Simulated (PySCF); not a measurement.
# BP86/ANO-RCC-VDZ (sfX2C) run of AlCNCl2O (SMILES O=C=[N][Al]([Cl])[Cl])

Aim: the vertical ionisation energy of AlCNCl2O at BP86/ANO-RCC-VDZ (sfX2C), from 2 runs. Input form: a Python script.

The calculation is run with PySCF 2.14.0.

## 1. The system as given

AlCNCl2O has 6 atoms, charge 0, and is taken as a singlet. SMILES: `O=C=[N][Al]([Cl])[Cl]`. Geometry: a GFN2-xTB relaxation, a rough one for these elements and not checked as a minimum.

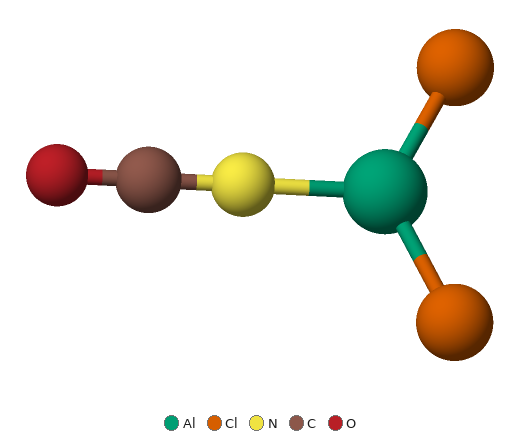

Viewed from a chosen angle; aluminium teal, chlorine orange, nitrogen yellow, carbon brown, oxygen red.

## 2. A single-point energy at BP86/ANO-RCC-VDZ (sfX2C)

File run.py:

```python
# AlCl2(NCO)
from pyscf import gto, dft

mol = gto.M(
    atom='''
Al       0.597610       1.032530      -0.003300
Cl       2.606740       0.886640       0.040100
Cl      -0.525530       2.705970      -0.034740
N       -0.305290      -0.517370      -0.012350
C       -0.899290      -1.553700      -0.000460
O       -1.474230      -2.554080       0.010740
''',
    max_memory=1860,
    basis='ano-rcc-vdz',
    spin=0,
    charge=0,
    verbose=4,
)

ks = dft.RKS(mol)
ks.xc = 'bp86'
ks = ks.sfx2c1e()
ks.grids.level = 4
ks.conv_tol = 1e-10
ks.kernel()
if not ks.converged:
    ks = ks.newton().run(ks.mo_coeff, ks.mo_occ)

etot = ks.e_tot
print('Final energy', etot)
```

The run is started by

```
$ OMP_NUM_THREADS=1 python run.py
```

The log of the run:

```text
PySCF version 2.14.0

[INPUT] num. atoms = 6
[INPUT] num. electrons = 68
[INPUT] charge = 0
[INPUT] spin (= nelec alpha-beta = 2S) = 0
[INPUT] symmetry False subgroup None
[INPUT] Mole.unit = angstrom
[INPUT] Symbol           X                Y                Z      unit          X                Y                Z       unit  Magmom
[INPUT]  1 Al     0.597610000000   1.032530000000  -0.003300000000 AA    1.129319229301   1.951198915397  -0.006236096211 Bohr   0.0
[INPUT]  2 Cl     2.606740000000   0.886640000000   0.040100000000 AA    4.926024677949   1.675506771084   0.075778017595 Bohr   0.0
[INPUT]  3 Cl    -0.525530000000   2.705970000000  -0.034740000000 AA   -0.993107770243   5.113542201289  -0.065649085567 Bohr   0.0
[INPUT]  4 N     -0.305290000000  -0.517370000000  -0.012350000000 AA   -0.576914488568  -0.977687605066  -0.023338117638 Bohr   0.0
[INPUT]  5 C     -0.899290000000  -1.553700000000  -0.000460000000 AA   -1.699411806560  -2.936067479737  -0.000869274017 Bohr   0.0
[INPUT]  6 O     -1.474230000000  -2.554080000000   0.010740000000 AA   -2.785890944618  -4.826511700229   0.020295658578 Bohr   0.0

nuclear repulsion = 356.627185261829
number of shells = 12
number of NR pGTOs = 282
number of NR cGTOs = 66
basis = ano-rcc-vdz
ecp = {}

******** <class 'pyscf.x2c.sfx2c1e.sfX2C1eRKS'> ********
method = sfX2C1eRKS
initial guess = minao
damping factor = 0
level_shift factor = 0
DIIS = <class 'pyscf.scf.diis.CDIIS'>
diis_start_cycle = 1
diis_space = 8
diis_damp = 0
SCF conv_tol = 1e-10
SCF conv_tol_grad = None
SCF max_cycles = 50
direct_scf = True
direct_scf_tol = 1e-13
XC library pyscf.dft.libxc version 7.0.0
    S. Lehtola, C. Steigemann, M. J.T. Oliveira, and M. A.L. Marques.,  SoftwareX 7, 1–5 (2018)
XC functionals = bp86
    A. D. Becke.,  Phys. Rev. A 38, 3098 (1988)
    J. P. Perdew.,  Phys. Rev. B 33, 8822 (1986)
radial grids:
    Treutler-Ahlrichs [JCP 102, 346 (1995); DOI:10.1063/1.469408] (M4) radial grids

becke partition: Becke, JCP 88, 2547 (1988); DOI:10.1063/1.454033
pruning grids: <function nwchem_prune>
grids dens level: 4
symmetrized grids: False
atomic radii adjust function: <function treutler_atomic_radii_adjust>
small_rho_cutoff = 0

******** <class 'pyscf.x2c.sfx2c1e.SpinFreeX2CHelper'> ********
approx = 1e
xuncontract = 1
Set gradient conv threshold to 1e-05
Initial guess from minao.
tot grids = 170816
init E= -1335.57297795449
  HOMO = -0.341779203332792  LUMO = -0.0745919216530178  gap/eV = 7.27054
cycle= 1 E= -1334.35757355383  delta_E= 1.22  |g|= 0.899  |ddm|= 3.97
  HOMO = -0.186716791852921  LUMO = -0.097354369776586  gap/eV = 2.43168
cycle= 2 E= -1333.24643674131  delta_E= 1.11  |g|= 2.41  |ddm|= 3.53
  HOMO = -0.267192235338342  LUMO = -0.0924556895023105  gap/eV = 4.75482
cycle= 3 E= -1334.42211155568  delta_E= -1.18  |g|= 0.767  |ddm|= 2.99
  HOMO = -0.287381874662494  LUMO = -0.0994678822223354  gap/eV = 5.11340
cycle= 4 E= -1334.55476553544  delta_E= -0.133  |g|= 0.137  |ddm|= 0.933
  HOMO = -0.282278332330564  LUMO = -0.100772883418376  gap/eV = 4.93901
cycle= 5 E= -1334.55774044112  delta_E= -0.00297  |g|= 0.077  |ddm|= 0.26
  HOMO = -0.284814346093353  LUMO = -0.102663070682626  gap/eV = 4.95659
cycle= 6 E= -1334.55934971745  delta_E= -0.00161  |g|= 0.014  |ddm|= 0.114
  HOMO = -0.283590951496617  LUMO = -0.101910524196218  gap/eV = 4.94378
cycle= 7 E= -1334.5593956145  delta_E= -4.59e-05  |g|= 0.00383  |ddm|= 0.0193
  HOMO = -0.284137665948788  LUMO = -0.101846174343791  gap/eV = 4.96040
cycle= 8 E= -1334.5594004192  delta_E= -4.8e-06  |g|= 0.000738  |ddm|= 0.00765
  HOMO = -0.284172024364462  LUMO = -0.101916163667828  gap/eV = 4.95943
cycle= 9 E= -1334.55940055986  delta_E= -1.41e-07  |g|= 0.000143  |ddm|= 0.000996
  HOMO = -0.284161287944682  LUMO = -0.101903588988113  gap/eV = 4.95948
cycle= 10 E= -1334.55940056462  delta_E= -4.77e-09  |g|= 2.39e-05  |ddm|= 0.000223
  HOMO = -0.284160377757249  LUMO = -0.101902795543696  gap/eV = 4.95948
cycle= 11 E= -1334.55940056476  delta_E= -1.32e-10  |g|= 3.49e-06  |ddm|= 3.66e-05
  HOMO = -0.284160664884034  LUMO = -0.101903048894828  gap/eV = 4.95948
cycle= 12 E= -1334.55940056476  delta_E= -4.09e-12  |g|= 1.98e-06  |ddm|= 9.46e-06
  HOMO = -0.284160744347061  LUMO = -0.101903105861592  gap/eV = 4.95948
Extra cycle  E= -1334.55940056476  delta_E= 2.27e-12  |g|= 3.41e-06  |ddm|= 9.43e-06
converged SCF energy = -1334.55940056476
Final energy -1334.5594005647586
```

Run time: 18 s. Hardware: 1 thread of Arm Neoverse V2, shared host; peak memory 0.37 GiB.

## 3. The doublet cation at the same level

File job.py:

```python
from pyscf import gto, dft

mol = gto.M(
    atom='''
Al   0.597610   1.032530  -0.003300
Cl   2.606740   0.886640   0.040100
Cl  -0.525530   2.705970  -0.034740
N   -0.305290  -0.517370  -0.012350
C   -0.899290  -1.553700  -0.000460
O   -1.474230  -2.554080   0.010740
''',
    charge=1,
    spin=1,
    basis='ano-rcc-vdz',
    verbose=3,
    max_memory=1860,
)

ks = dft.UKS(mol)
ks.xc = 'bp86'
ks = ks.sfx2c1e()
ks.conv_tol = 1e-10
ks.grids.level = 4
ks.kernel()
if not ks.converged:
    ks = ks.newton().run(ks.mo_coeff, ks.mo_occ)

energy = ks.e_tot
print('E = %.10f Eh' % energy)
```

The run is started by

```
$ OMP_NUM_THREADS=1 python job.py
```

The log of the run:

```text
WARN: HOMO -0.341779203332794 >= LUMO -0.341779203332793

converged SCF energy = -1334.16289759774  <S^2> = 0.75317221  2S+1 = 2.0031697
E = -1334.1628975977 Eh
```

It took 31 s on 1 thread of Arm Neoverse V2, shared host; peak memory 0.38 GiB.

## 4. Outcome

Level: BP86/ANO-RCC-VDZ (sfX2C).

```
                                          quantity           value
                    singlet AlCNCl2O: total energy  -1334.55940 Eh
                   singlet AlCNCl2O: dipole moment          1.11 D
                     singlet AlCNCl2O: HOMO energy        -7.73 eV
                     singlet AlCNCl2O: LUMO energy        -2.77 eV
                   singlet AlCNCl2O: HOMO–LUMO gap         4.96 eV
                      doublet cation: total energy  -1334.16290 Eh
doublet cation: HOMO energy (highest over α and β)       -14.01 eV
 doublet cation: LUMO energy (lowest over α and β)       -13.64 eV
                              doublet cation: ⟨S²⟩           0.753
vertical ionisation energy (to the doublet cation)       10.789 eV
```

What this shows: The vertical ionisation energy comes to 10.79 eV (1041 kJ/mol). −ε(HOMO) before ionisation, 7.73 eV, is 3.06 eV below this ionisation energy. Mulliken charges (singlet AlCNCl2O) run from -0.54 on N4 to +0.93 on Al1; they depend strongly on the basis. Mulliken charges (doublet cation) run from -0.41 on N4 to +0.99 on Al1.
